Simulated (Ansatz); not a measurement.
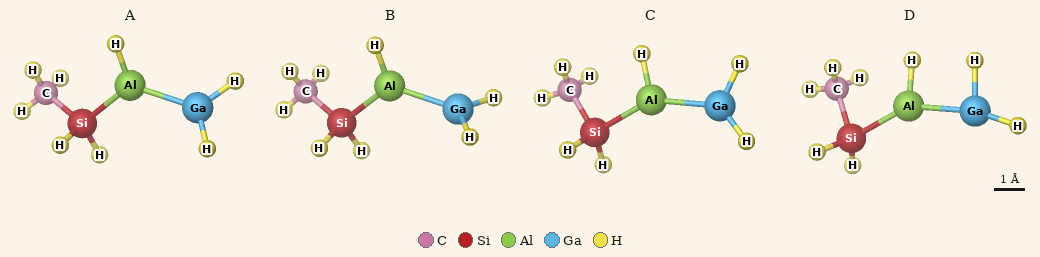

4 geometries from one relaxation of CH₈AlGaSi, in shuffled order. Style: ball-and-stick. Shown at a tilt.

The run prepares an end point of a later path (torsion) calculation, from a guessed geometry.

Computed with RKS PBE/def2-SVP in Ansatz. Set-up: no spin polarisation; force threshold 0.015 eV/Å; at most 40 steps.

Question: Put them in the order of the run, from the start to the converged end.

Answer: D, C, A, B. They are steps 0, 5, 11, 21, at +28.7 kcal/mol, +6.91 kcal/mol, +1.25 kcal/mol relative to the last. The energy falls by 28.7 kcal/mol in 20 accepted moves (21 points after the start). The largest force component goes from 1.2 to 0.0088 eV/Å. The line search rejected the trial step at point 15 of the run. The atom that moves furthest after the best rigid fit is an H atom (2.10 Å). By element the largest moves are H 2.10 Å, Al 0.81 Å, Si 0.64 Å, C 0.46 Å, Ga 0.24 Å. Near-neighbour distances that change, for instance: Ga–H 1.744 → 1.596 Å, Ga–H 1.670 → 1.594 Å, Al–Si 2.439 → 2.478 Å, Al–H 1.581 → 1.616 Å. Among the angles between lasting bonds that change: Al–Ga–H 166.4° → 123.8°, Al–Ga–H 83.9° → 122.5°, Ga–Al–H 90.8° → 119.7°.
